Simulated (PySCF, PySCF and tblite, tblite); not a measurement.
# 3-acetyl-1-fluorobenzene (C8H7FO): conformers and averaged spectra

Which conformers does 3-acetyl-1-fluorobenzene (C8H7FO) (`CC(=O)c1cccc(F)c1`) populate, and what do their averaged NMR parameters look like?

Computed with tblite 0.8.0 (tight binding) and PySCF 2.14.0 (DFT, with response routines of our own); each step states its level. Atoms count from 0 throughout.

### 1 The starting structure

17 atoms, charge 0, multiplicity 1; geometry from: MMFF94s geometry.

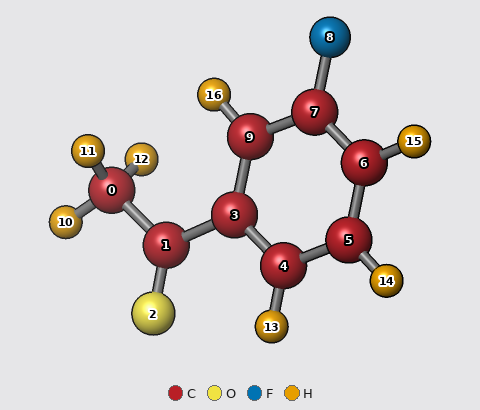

The starting geometry (carbon red, oxygen yellow, fluorine blue, hydrogen amber), atoms numbered.

### 2 GFN2-xTB relaxation, conformer 1

Job settings and geometry (Å):

```
{"job": {"xc": "GFN2-xTB", "basis": "xTB", "kind": "relax"}, "charge": 0, "multiplicity": 1}
C      2.680800    -0.479800    -0.244100
C      1.670800     0.656400    -0.211100
O      2.045800     1.819500    -0.293100
C      0.225400     0.340400    -0.049700
C     -0.693900     1.392500     0.003900
C     -2.065100     1.146000     0.142200
C     -2.515900    -0.161000     0.252800
C     -1.597200    -1.207100     0.223100
F     -2.039700    -2.475100     0.327600
C     -0.242900    -0.981600     0.075900
H      3.675400    -0.065100    -0.365800
H      2.644100    -1.042100     0.695600
H      2.464900    -1.128200    -1.086300
H     -0.340600     2.422300    -0.092900
H     -2.766300     1.984400     0.174700
H     -3.577700    -0.374900     0.384700
H      0.425200    -1.834600     0.052300
```

Launch:

```console
OMP_NUM_THREADS=1 python ens_run.py task.json out
```

One launch serves the whole session.

The log of the run:

```text
step      E/eV     max force
  0    -802.03617    1.109
  1    -802.05608    1.193
  2    -802.07072    0.244
  3    -802.07690    0.219
  4    -802.08116    0.182
  5    -802.08221    0.085
  6    -802.08336    0.116
  7    -802.08432    0.103
  8    -802.08517    0.067
  9    -802.08583    0.055
 10    -802.08641    0.075
 11    -802.08685    0.065
 12    -802.08713    0.031
 13    -802.08713    0.031
 14    -802.08722    0.030
 15    -802.08733    0.024
 16    -802.08737    0.021
 17    -802.08743    0.030
 18    -802.08746    0.020
 19    -802.08749    0.014
 20    -802.08753    0.017
 21    -802.08756    0.016
 22    -802.08759    0.013
 23    -802.08761    0.010
 24    -802.08763    0.010
 25    -802.08765    0.013
 26    -802.08767    0.012
 27    -802.08768    0.011
 28    -802.08770    0.012
 29    -802.08771    0.013
 30    -802.08772    0.008
 31    -802.08773    0.005
 32    -802.08773    0.004
```

Run time: 0.18 s. Hardware: 1 thread of Arm Neoverse V2, shared host.

Gain 0.052 eV; displacement 0.03 Å root mean square.

GFN2-xTB relaxation, conformer 2:

Job settings and geometry (Å):

```
{"job": {"xc": "GFN2-xTB", "basis": "xTB", "kind": "relax"}, "charge": 0, "multiplicity": 1}
C      2.661200    -0.522500     0.400500
C      1.720400     0.404400    -0.358900
O      2.172000     1.279700    -1.079900
C      0.250000     0.235700    -0.201400
C     -0.305500    -0.764000     0.638300
C     -1.698200    -0.886400     0.743700
C     -2.529100    -0.019500     0.037800
C     -1.968200     0.961800    -0.769000
F     -2.777000     1.781300    -1.447800
C     -0.601100     1.090300    -0.893300
H      2.503900    -0.409700     1.477200
H      2.489600    -1.558400     0.091800
H      3.683300    -0.250700     0.180300
H      0.324400    -1.451400     1.190700
H     -2.124700    -1.645800     1.387700
H     -3.612200    -0.104500     0.132900
H     -0.195800     1.871800    -1.540400
```

The log of the run:

```text
step      E/eV     max force
  0    -802.01433    1.211
  1    -802.04486    0.977
  2    -802.05703    0.320
  3    -802.06262    0.211
  4    -802.06649    0.149
  5    -802.06821    0.082
  6    -802.06904    0.082
  7    -802.06997    0.100
  8    -802.07075    0.080
  9    -802.07135    0.055
 10    -802.07174    0.050
 11    -802.07209    0.044
 12    -802.07237    0.043
 13    -802.07255    0.028
 14    -802.07255    0.028
 15    -802.07260    0.023
 16    -802.07269    0.021
 17    -802.07272    0.021
 18    -802.07277    0.018
 19    -802.07281    0.017
 20    -802.07284    0.016
 21    -802.07288    0.018
 22    -802.07290    0.017
 23    -802.07292    0.013
 24    -802.07294    0.013
 25    -802.07296    0.016
 26    -802.07299    0.018
 27    -802.07301    0.015
 28    -802.07303    0.013
 29    -802.07304    0.010
 30    -802.07305    0.005
 31    -802.07305    0.007
 32    -802.07306    0.006
 33    -802.07306    0.006
 34    -802.07306    0.004
 35    -802.07307    0.003
```

Wall time 0.17 s (1 thread of Arm Neoverse V2, shared host).

The energy fell by 0.059 eV, and the atoms moved 0.03 Å (root mean square).

### 3 DFT optimisation, start 1: PBE0-D3(BJ)/def2-SVP

Job settings and geometry (Å):

```
{"job": {"kind": "geom", "xc": "PBE0", "basis": "def2-SVP", "d3": "d3bj", "grid": 1, "maxiter": 40}, "charge": 0, "multiplicity": 1}
C      2.648670    -0.466390    -0.241001
C      1.670358     0.679117    -0.202496
O      2.029653     1.830089    -0.297521
C      0.229497     0.333893    -0.041123
C     -0.712968     1.213284    -0.575612
C     -2.066463     0.958917    -0.463923
C     -2.508522    -0.181579     0.185629
C     -1.565492    -1.047321     0.711921
F     -1.985217    -2.161520     1.346665
C     -0.207620    -0.815567     0.613210
H      3.654652    -0.073299    -0.362187
H      2.594195    -1.035925     0.684076
H      2.418266    -1.127666    -1.073311
H     -0.353060     2.097964    -1.078776
H     -2.783415     1.648450    -0.882229
H     -3.558420    -0.406163     0.288478
H      0.474404    -1.529643     1.044902
```

The log of the run:

```text
step      E/eV     max force
  0    -13149.91340   1.0166
  1    -13149.96861   0.4469
  2    -13149.98527   0.9278
  3    -13149.97747   0.7837
  4    -13149.99525   0.4715
  5    -13150.00215   0.1815
  6    -13150.00559   0.3867
  7    -13150.00940   0.5861
  8    -13150.01377   0.3718
  9    -13150.01271   0.2897
 10    -13150.01558   0.0931
 11    -13150.01600   0.1026
 12    -13150.01641   0.0960
 13    -13150.01707   0.0643
 14    -13150.01723   0.0173
```

It took 3.4 min on 1 thread of Arm Neoverse V2, shared host; peak memory 0.71 GiB.

Relaxing gained 0.104 eV and moved the atoms by 0.29 Å on average (rms).

### 4 DFT optimisation, start 2: PBE0-D3(BJ)/def2-SVP

Job settings and geometry (Å):

```
{"job": {"kind": "geom", "xc": "PBE0", "basis": "def2-SVP", "d3": "d3bj", "grid": 1, "maxiter": 40}, "charge": 0, "multiplicity": 1}
C      2.631865    -0.512528     0.396481
C      1.722012     0.417886    -0.364623
O      2.156098     1.284883    -1.087074
C      0.254010     0.224848    -0.189426
C     -0.320880    -0.307036     0.963682
C     -1.693492    -0.456779     1.055288
C     -2.516589    -0.081811     0.006959
C     -1.935024     0.445388    -1.133650
F     -2.728671     0.812609    -2.158227
C     -0.570063     0.603962    -1.248854
H      2.455949    -0.416972     1.465668
H      2.445406    -1.542713     0.101134
H      3.665691    -0.257776     0.178009
H      0.294770    -0.607667     1.796063
H     -2.129678    -0.869682     1.952200
H     -3.588051    -0.191443     0.062152
H     -0.131545     1.016245    -2.144609
```

The log of the run:

```text
step      E/eV     max force
  0    -13149.91272   0.9135
  1    -13149.96511   0.4555
  2    -13149.98827   0.7461
  3    -13149.98539   0.4937
  4    -13149.99730   0.4996
  5    -13150.00515   0.1606
  6    -13150.00705   0.4599
  7    -13150.01620   0.3238
  8    -13150.01893   0.1664
  9    -13150.02006   0.2499
 10    -13150.02000   0.2857
 11    -13150.02100   0.0358
 12    -13150.02108   0.0260
 13    -13150.02117   0.0419
 14    -13150.02124   0.0164
```

Run time: 3.8 min. Hardware: 1 thread of Arm Neoverse V2, shared host; peak memory 0.71 GiB.

The energy fell by 0.109 eV, and the atoms moved 0.31 Å (root mean square).

### 5 Shieldings, conformer 1: PBE0/pcSseg-1 in chloroform

Job settings and geometry (Å):

```
{"job": {"xc": "PBE0", "basis": "pcSseg-1", "solvent": "chloroform", "kind": "nmr", "pop": true}, "charge": 0, "multiplicity": 1}
C      2.685446    -0.428317    -0.048094
C      1.659949     0.615068    -0.411499
O      1.986741     1.677334    -0.891156
C      0.211498     0.307701    -0.168191
C     -0.734509     1.275607    -0.527182
C     -2.089456     1.039407    -0.323160
C     -2.520251    -0.162073     0.240281
C     -1.571194    -1.113952     0.592551
F     -1.971740    -2.264167     1.131581
C     -0.213367    -0.899865     0.397499
H      3.683433    -0.041028    -0.284222
H      2.631730    -0.676639     1.022890
H      2.510756    -1.358555    -0.610124
H     -0.372240     2.206925    -0.966084
H     -2.825817     1.795931    -0.603710
H     -3.577417    -0.373083     0.411931
H      0.484957    -1.683653     0.693390
```

The log of the run:

```text
coarse grid: 15200 points
cycle   1  E = -483.3257846691  dE =  1.736e+00  |g| = 8.623e-01  |ddm| = 4.095e+00
cycle   2  E = -483.0022543839  dE =  3.235e-01  |g| = 1.568e+00  |ddm| = 3.005e+00
cycle   3  E = -483.4620537277  dE = -4.598e-01  |g| = 1.903e-01  |ddm| = 2.315e+00
cycle   4  E = -483.4691549343  dE = -7.101e-03  |g| = 6.442e-02  |ddm| = 2.183e-01
cycle   5  E = -483.4698872830  dE = -7.323e-04  |g| = 2.251e-02  |ddm| = 6.794e-02
cycle   6  E = -483.4700070633  dE = -1.198e-04  |g| = 5.207e-03  |ddm| = 2.197e-02
cycle   7  E = -483.4700129026  dE = -5.839e-06  |g| = 1.889e-03  |ddm| = 5.648e-03
final grid: 150080 points
cycle   8  E = -483.5460073337  dE = -3.587e-05  |g| = 1.291e-02  |ddm| = 6.441e-02
cycle   9  E = -483.5459371273  dE =  7.021e-05  |g| = 2.338e-02  |ddm| = 3.553e-02
cycle  10  E = -483.5460409144  dE = -1.038e-04  |g| = 2.238e-03  |ddm| = 2.479e-02
cycle  11  E = -483.5460419429  dE = -1.029e-06  |g| = 4.276e-04  |ddm| = 2.158e-03
cycle  12  E = -483.5460419754  dE = -3.245e-08  |g| = 1.821e-04  |ddm| = 5.170e-04
cycle  13  E = -483.5460419827  dE = -7.314e-09  |g| = 3.998e-05  |ddm| = 1.976e-04
cycle  14  E = -483.5460419830  dE = -3.527e-10  |g| = 1.420e-05  |ddm| = 4.740e-05
converged SCF energy = -483.5460419830

GIAO shielding tensors (ppm)
atom      isotropic    diamagn.    paramagn.     s11        s22        s33       span
  0 C      156.136     252.851     -96.715    137.974    143.324    187.112     49.138
  1 C      -17.057     244.970    -262.027   -105.049    -44.015     97.893    202.942
  2 O     -284.633     401.814    -686.448   -836.200   -366.994    349.294   1185.493
  3 C       43.063     264.652    -221.589    -45.409     18.709    155.888    201.297
  4 C       55.470     250.482    -195.011    -48.384     28.183    186.613    234.997
  5 C       48.333     256.146    -207.813    -57.463     27.869    174.592    232.054
  6 C       57.746     257.427    -199.681    -31.106     37.843    166.499    197.605
  7 C       14.408     253.287    -238.879    -75.154     32.798     85.580    160.734
  8 F      292.879     477.473    -184.594    220.438    293.905    364.293    143.855
  9 C       62.283     254.194    -191.911    -14.009     36.388    164.469    178.478
 10 H       28.996      26.948       2.049     25.077     27.771     34.141      9.064
 11 H       28.308      29.589      -1.281     24.201     28.895     31.829      7.628
 12 H       28.354      29.507      -1.152     24.350     28.812     31.901      7.551
 13 H       23.006      33.018     -10.012     18.513     23.726     26.777      8.264
 14 H       23.457      29.448      -5.990     19.733     24.467     26.173      6.440
 15 H       23.684      28.472      -4.787     20.229     24.019     26.804      6.575
 16 H       23.486      32.977      -9.491     19.264     22.634     28.559      9.295
```

Run time: 40 s. Hardware: 1 thread of Arm Neoverse V2, shared host; peak memory 1.3 GiB.

In short: HOMO -7.45 eV, LUMO -1.84 eV; dipole 2.13 D.

Orbitals, density, ELF and potential are computed afterwards from the orbital file.

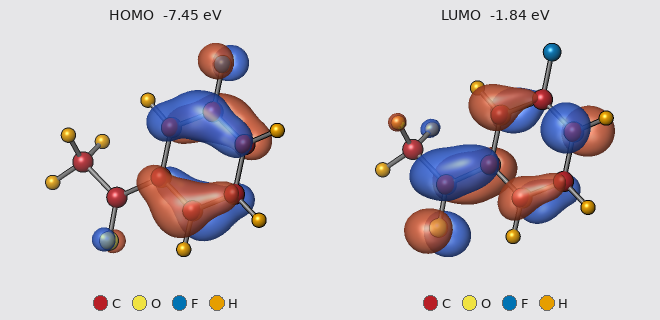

PBE0/pcSseg-1 orbitals near the gap, drawn at the value that encloses 70 % of each; the two colours are the two signs.

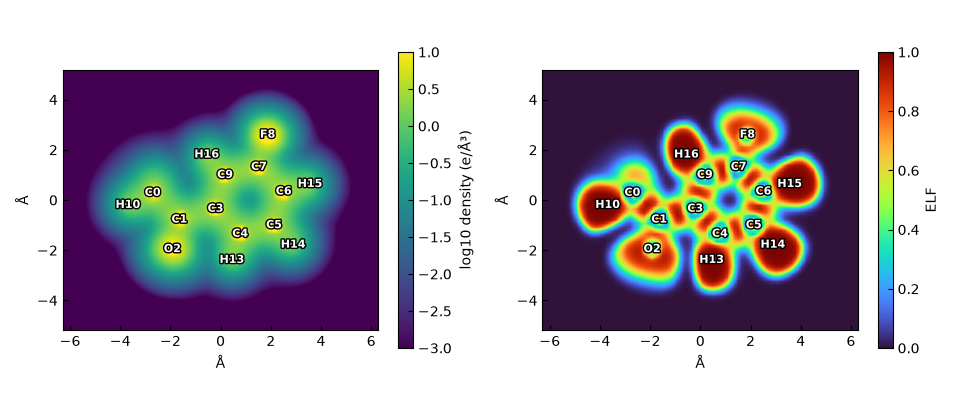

Density (left) and ELF (right) in a plane through or near 15 of the atoms.

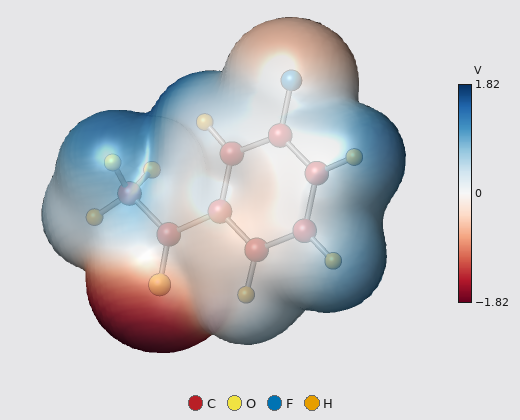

Electrostatic potential on the surface of density 0.002 e/bohr³; red is low, blue high. It runs from -1.82 V near O2 to 1.37 V near H16.

### 6 Single-point energy, conformer 1: PBE0/def2-SVPD in chloroform

Changed since step 5:

```diff
@@ -1,2 +1,2 @@
-{"job": {"xc": "PBE0", "basis": "pcSseg-1", "solvent": "chloroform", "kind": "nmr", "pop": true}, "charge": 0, "multiplicity": 1}
+{"job": {"xc": "PBE0", "basis": "def2-SVPD", "solvent": "chloroform", "kind": "sp"}, "charge": 0, "multiplicity": 1}
 C      2.685446    -0.428317    -0.048094
```

The log of the run:

```text
coarse grid: 15200 points
cycle   1  E = -483.0577126984  dE =  1.648e+00  |g| = 8.231e-01  |ddm| = 1.344e+01
cycle   2  E = -482.7302663087  dE =  3.274e-01  |g| = 1.534e+00  |ddm| = 4.968e+00
cycle   3  E = -483.1889384504  dE = -4.587e-01  |g| = 1.799e-01  |ddm| = 3.317e+00
cycle   4  E = -483.1954503820  dE = -6.512e-03  |g| = 6.219e-02  |ddm| = 5.287e-01
cycle   5  E = -483.1961774718  dE = -7.271e-04  |g| = 2.100e-02  |ddm| = 1.559e-01
cycle   6  E = -483.1962855398  dE = -1.081e-04  |g| = 4.835e-03  |ddm| = 9.609e-02
cycle   7  E = -483.1962907123  dE = -5.173e-06  |g| = 1.774e-03  |ddm| = 1.630e-02
final grid: 150080 points
cycle   8  E = -483.2715843176  dE = -4.245e-05  |g| = 1.202e-02  |ddm| = 3.518e-01
cycle   9  E = -483.2715206354  dE =  6.368e-05  |g| = 2.172e-02  |ddm| = 7.443e-02
cycle  10  E = -483.2716148736  dE = -9.424e-05  |g| = 2.095e-03  |ddm| = 4.247e-02
cycle  11  E = -483.2716158089  dE = -9.354e-07  |g| = 4.209e-04  |ddm| = 6.572e-03
cycle  12  E = -483.2716158422  dE = -3.328e-08  |g| = 1.774e-04  |ddm| = 1.711e-03
cycle  13  E = -483.2716158495  dE = -7.288e-09  |g| = 3.995e-05  |ddm| = 6.268e-04
cycle  14  E = -483.2716158499  dE = -3.672e-10  |g| = 1.516e-05  |ddm| = 1.827e-04
converged SCF energy = -483.2716158499
```

Wall time 25 s (1 thread of Arm Neoverse V2, shared host); peak memory 1.1 GiB.

This run: HOMO -7.47 eV, LUMO -1.90 eV; dipole 2.22 D.

### 7 Shieldings, conformer 2: PBE0/pcSseg-1 in chloroform

Job settings and geometry (Å):

```
{"job": {"xc": "PBE0", "basis": "pcSseg-1", "solvent": "chloroform", "kind": "nmr", "pop": false}, "charge": 0, "multiplicity": 1}
C      2.654997    -0.352874     0.534285
C      1.725688     0.230706    -0.499385
O      2.154499     0.773194    -1.492889
C      0.246131     0.118955    -0.275127
C     -0.308026    -0.515235     0.843342
C     -1.692143    -0.589270     0.988983
C     -2.533060    -0.034555     0.027478
C     -1.966973     0.592279    -1.079414
F     -2.771601     1.119848    -1.998668
C     -0.594630     0.677137    -1.244988
H      2.475312     0.089776     1.526270
H      2.498554    -1.439233     0.625969
H      3.689179    -0.158094     0.226124
H      0.335801    -0.956627     1.605761
H     -2.123981    -1.084994     1.861077
H     -3.620016    -0.078621     0.118100
H     -0.157923     1.169022    -2.115745
```

The log of the run:

```text
coarse grid: 15200 points
cycle   1  E = -483.3261532523  dE =  1.736e+00  |g| = 8.610e-01  |ddm| = 4.089e+00
cycle   2  E = -483.0104951498  dE =  3.157e-01  |g| = 1.558e+00  |ddm| = 3.069e+00
cycle   3  E = -483.4615451293  dE = -4.510e-01  |g| = 1.900e-01  |ddm| = 2.360e+00
cycle   4  E = -483.4685603561  dE = -7.015e-03  |g| = 6.545e-02  |ddm| = 2.180e-01
cycle   5  E = -483.4693190711  dE = -7.587e-04  |g| = 2.394e-02  |ddm| = 7.120e-02
cycle   6  E = -483.4694593999  dE = -1.403e-04  |g| = 4.963e-03  |ddm| = 2.307e-02
cycle   7  E = -483.4694647453  dE = -5.345e-06  |g| = 1.767e-03  |ddm| = 5.311e-03
final grid: 150080 points
cycle   8  E = -483.5461808605  dE = -3.630e-05  |g| = 1.277e-02  |ddm| = 5.765e-02
cycle   9  E = -483.5461128190  dE =  6.804e-05  |g| = 2.313e-02  |ddm| = 3.528e-02
cycle  10  E = -483.5462133377  dE = -1.005e-04  |g| = 2.210e-03  |ddm| = 2.476e-02
cycle  11  E = -483.5462143462  dE = -1.008e-06  |g| = 4.136e-04  |ddm| = 2.131e-03
cycle  12  E = -483.5462143749  dE = -2.871e-08  |g| = 1.831e-04  |ddm| = 5.027e-04
cycle  13  E = -483.5462143821  dE = -7.129e-09  |g| = 3.869e-05  |ddm| = 1.858e-04
cycle  14  E = -483.5462143824  dE = -3.321e-10  |g| = 1.399e-05  |ddm| = 4.567e-05
converged SCF energy = -483.5462143824

GIAO shielding tensors (ppm)
atom      isotropic    diamagn.    paramagn.     s11        s22        s33       span
  0 C      155.762     252.800     -97.038    137.472    142.918    186.895     49.424
  1 C      -16.970     245.056    -262.026   -104.571    -44.502     98.161    202.732
  2 O     -282.470     402.019    -684.489   -831.943   -364.917    349.452   1181.395
  3 C       42.497     264.838    -222.341    -45.904     18.043    155.353    201.257
  4 C       53.265     252.859    -199.594    -44.587     28.848    175.535    220.122
  5 C       48.052     255.419    -207.367    -59.065     29.649    173.571    232.636
  6 C       57.456     257.155    -199.700    -30.899     37.366    165.901    196.800
  7 C       14.122     255.917    -241.795    -73.408     31.898     83.874    157.282
  8 F      292.774     477.869    -185.096    218.233    291.372    368.716    150.483
  9 C       64.867     251.813    -186.946    -18.128     37.511    175.218    193.345
 10 H       28.271      29.766      -1.494     24.261     28.685     31.867      7.606
 11 H       28.320      29.528      -1.208     24.419     28.501     32.039      7.620
 12 H       28.961      27.007       1.953     25.056     27.800     34.026      8.971
 13 H       23.328      33.796     -10.469     19.393     22.793     27.797      8.405
 14 H       23.469      30.056      -6.586     19.899     24.232     26.277      6.379
 15 H       23.702      28.374      -4.671     20.257     24.125     26.725      6.468
 16 H       23.179      32.066      -8.887     18.333     23.799     27.404      9.071
```

Wall time 32 s (1 thread of Arm Neoverse V2, shared host); peak memory 1.1 GiB.

This run: HOMO -7.50 eV, LUMO -1.84 eV; dipole 4.77 D.

### 8 Single-point energy, conformer 2: PBE0/def2-SVPD in chloroform

Changed since step 7:

```diff
@@ -1,2 +1,2 @@
-{"job": {"xc": "PBE0", "basis": "pcSseg-1", "solvent": "chloroform", "kind": "nmr", "pop": false}, "charge": 0, "multiplicity": 1}
+{"job": {"xc": "PBE0", "basis": "def2-SVPD", "solvent": "chloroform", "kind": "sp"}, "charge": 0, "multiplicity": 1}
 C      2.654997    -0.352874     0.534285
```

The log of the run:

```text
coarse grid: 15200 points
cycle   1  E = -483.0580728477  dE =  1.648e+00  |g| = 8.218e-01  |ddm| = 1.321e+01
cycle   2  E = -482.7385051959  dE =  3.196e-01  |g| = 1.524e+00  |ddm| = 5.116e+00
cycle   3  E = -483.1883640950  dE = -4.499e-01  |g| = 1.798e-01  |ddm| = 3.543e+00
cycle   4  E = -483.1948183043  dE = -6.454e-03  |g| = 6.319e-02  |ddm| = 5.521e-01
cycle   5  E = -483.1955694573  dE = -7.512e-04  |g| = 2.261e-02  |ddm| = 1.598e-01
cycle   6  E = -483.1956996924  dE = -1.302e-04  |g| = 4.571e-03  |ddm| = 9.813e-02
cycle   7  E = -483.1957043490  dE = -4.657e-06  |g| = 1.656e-03  |ddm| = 1.611e-02
final grid: 150080 points
cycle   8  E = -483.2718053965  dE = -4.130e-05  |g| = 1.194e-02  |ddm| = 3.156e-01
cycle   9  E = -483.2717437621  dE =  6.163e-05  |g| = 2.150e-02  |ddm| = 8.152e-02
cycle  10  E = -483.2718351010  dE = -9.134e-05  |g| = 2.088e-03  |ddm| = 4.226e-02
cycle  11  E = -483.2718360297  dE = -9.287e-07  |g| = 4.143e-04  |ddm| = 5.969e-03
cycle  12  E = -483.2718360607  dE = -3.098e-08  |g| = 1.777e-04  |ddm| = 1.716e-03
cycle  13  E = -483.2718360677  dE = -7.031e-09  |g| = 3.887e-05  |ddm| = 7.014e-04
cycle  14  E = -483.2718360681  dE = -3.434e-10  |g| = 1.549e-05  |ddm| = 1.741e-04
converged SCF energy = -483.2718360681
```

It took 26 s on 1 thread of Arm Neoverse V2, shared host; peak memory 1 GiB.

In short: HOMO -7.51 eV, LUMO -1.91 eV; dipole 4.96 D.

[end of part 1 of 2]
